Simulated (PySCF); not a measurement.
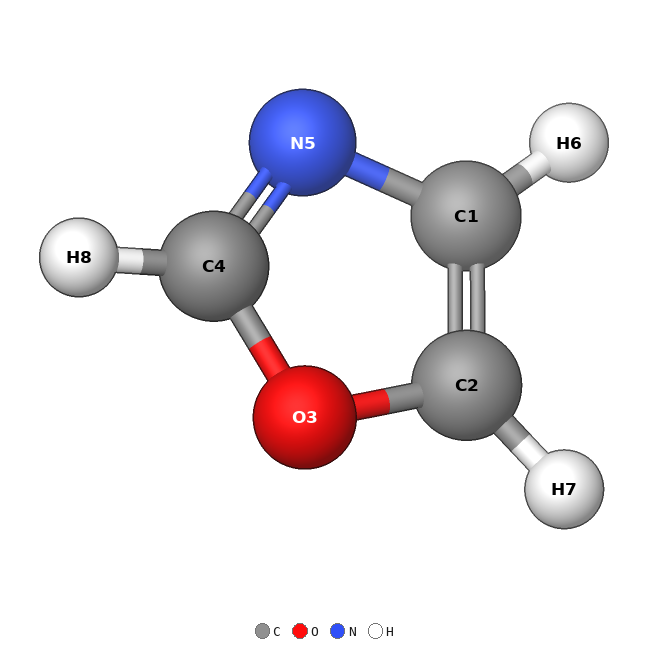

The geometry was computed by an optimisation with GFN2-xTB. No frequency run is at hand to confirm it as a minimum. Properties computed with B3LYP/pcJ-1 indirect spin-spin coupling, non-relativistic, gas phase (PySCF 2.14.0). Isotopes: 13C, 1H, 15N, 17O.

Give the spin–spin coupling constants of these pairs, with the number of bonds between them: C1/C2, C1/N5, C2/C4, O3/H7, N5/H8, C2/H8, C4/H6.

```csv
pair,bonds apart,J (Hz)
"C1, C2",1,75.9
"C1, N5",1,2.7
"C2, C4",2,7.6
"O3, H7",2,−21.6
"N5, H8",2,−14.2
"C2, H8",3,4.6
"C4, H6",3,12.5
```
